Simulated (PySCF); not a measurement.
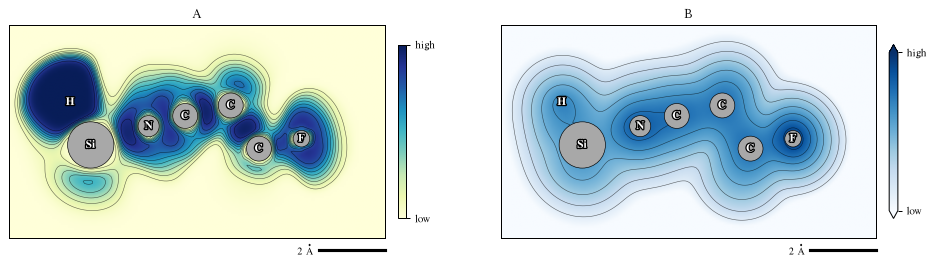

C₃H₅F₃NSi (charge +1): 2 fields on the plane of atoms F1, C2 and C5, with unlabelled colour scales. Grey discs cover the atomic cores.

Geometry: GFN2-xTB.

Method: PBE0/pcSseg-1, SCF density, in a acetonitrile solvent model, non-relativistic in PySCF.

**Which field does each panel show? The fields are: electron density and electron localisation function.**

Panel A: electron localisation function. Panel B: electron density. From the grid: C–N (1.15 Å): the density is about 3.5 e/Å³ at the midpoint; the ELF peaks at about 0.85 between the atoms; a multiple bond. C–F (1.32 Å): ρ at the midpoint is about 2.5 e/Å³; the ELF peaks at about 0.85 between the atoms (a polar covalent bond).
